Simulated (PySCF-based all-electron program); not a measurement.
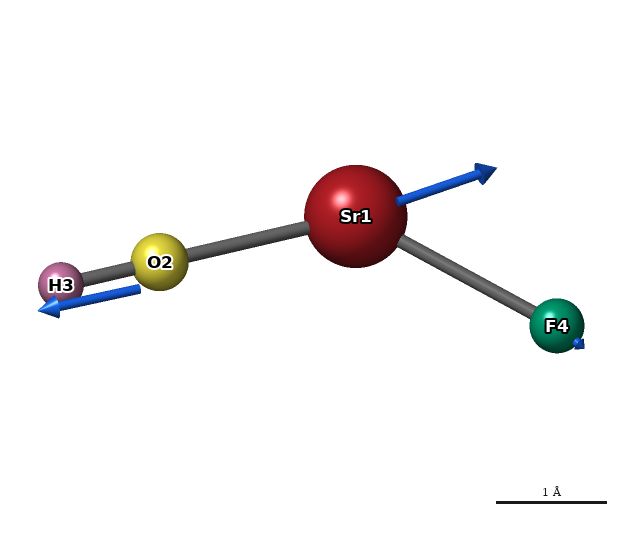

Arrows show the forces on the atoms, 0.2 Å of arrow for 1 eV/Å; forces under a tenth of the largest aren't drawn. Level of theory: PBE, all-electron, scalar-relativistic (Koelling-Harmon), large uncontracted Gaussian sets (PySCF-based all-electron program).

Q: Along which bond is the force strongest?

A: Sr1–O2, now 1.908 Å: the forces push its atoms apart, so a first step downhill lengthens it.

List the force components in the frame of the picture (x right, y up, z towards the viewer), in eV/Å.

```tsv
atom	Fx	Fy	Fz
Sr1	4.57	1.57	−1.59
O2	−4.67	−1.01	1.27
H3	−0.32	−0.21	0.17
F4	0.43	−0.35	0.15
```
